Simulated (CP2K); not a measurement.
Band structure of TaN2 (P-6m2, 3 atoms in the cell).

```yaml
crystal:
  lattice:
    - [3.11548, 0.00000, 0.00000]
    - [-1.55774, 2.69808, 0.00000]
    - [0.00000, 0.00000, 3.79377]
  atoms:
    - { symbol: Ta, position: [0.66667, 0.33333, 0.50000] }
    - { symbol: N, position: [0.00000, 0.00000, 0.81564] }
    - { symbol: N, position: [0.00000, 0.00000, 0.18436] }
```

Method: LDA (Pade form), GPW, DZVP-MOLOPT-SR-GTH basis, GTH-PADE potentials (GTH_POTENTIALS) (CP2K).

Settings: CUTOFF = 500 Ry; REL_CUTOFF = 40 Ry; SMEAR/METHOD = GAUSSIAN; SIGMA = 0.272 eV; KPOINTS/SCHEME = MONKHORST-PACK 10 10 7; GAMMA_CENTERED = T; XC_FUNCTIONAL = PADE; Ta/BASIS_SET = DZVP-MOLOPT-SR-GTH; Ta/POTENTIAL = GTH-PADE-q13; N/BASIS_SET = DZVP-MOLOPT-SR-GTH; N/POTENTIAL = GTH-PADE-q5; METHOD = GPW; EPS_DEFAULT = 1e-10; EXTRAPOLATION = USE_GUESS.

The starting cell comes from a database of computed structures (which also holds hypothetical and non-ambient phases and stackings), without a prior relaxation at this level. Spin-orbit coupling is off. Spin polarisation is off; with an odd number of electrons in the cell that forces a metal, and a magnetic state may lie lower. Values carry the incompleteness of an atom-centred basis.

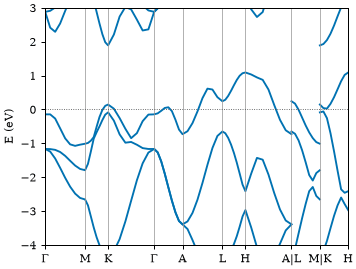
Fig. 1. Bands along the path, energies from the Fermi level.

Levels in eV from the Fermi level, bands 9 to 14:
```
point      9     10     11     12    13    14
-----  -----  -----  -----  -----  ----  ----
Γ      -5.75  -1.17  -1.17  -0.15  2.88  2.88
M      -4.89  -2.66  -1.79  -1.01  3.88  4.88
K      -6.40  -4.31  -0.09   0.14  1.89  6.18
A      -4.56  -3.39  -3.39  -0.73  3.65  3.65
L      -5.28  -4.38  -0.65   0.24  4.80  4.82
H      -5.53  -2.97  -2.41   1.09  3.29  3.71
```

Bands cross the Fermi level along this path, so the cell is metallic at this level.

Higher empty bands are left out: an atom-centred basis made for the valence describes them poorly.
